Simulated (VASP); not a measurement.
Band structure of Zr (space group P6_3/mmc). All values below come from PBEsol GGA, VASP's PBE PAW potentials (set 64) (plane waves; VASP 6.6.1).

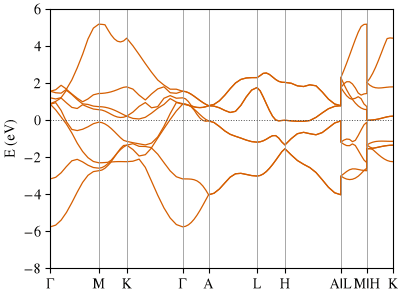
Figure. Bands along high-symmetry lines, zero at the valence-band maximum or, without a gap, the Fermi level

Task: Read the plot: is there a gap, and where are the band edges?

Result: It has no gap at this level: it comes out as a metal or semimetal. (Edges off the drawn lines would not show.)

The structure comes from a measured Zr entry (P6_3/mmc) of the Crystallography Open Database, whose conditions weren't checked. It was relaxed first.
